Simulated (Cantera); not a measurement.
A closed system holds: 1 mol CO₂, 0.093 mol O₂, equilibrated at 0.000430 bar.

These are equilibrium values from Cantera (NASA tables, ideal gas, pure condensed phases), not measurements of a reactor. Candidate condensed phases: C; 12 gas species. The numbers say what is thermodynamically allowed, not how fast it happens.

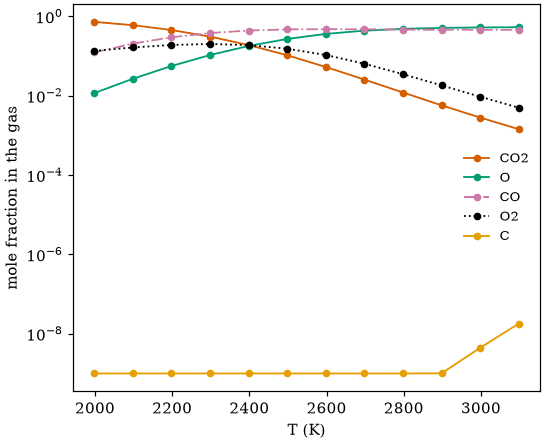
Equilibrium gas composition (values under 1e-9 drawn at 1e-9)

From 1998 K to 3098 K nothing is condensed. The main C-bearing gas is CO₂ at 1998 K and CO at 3098 K.
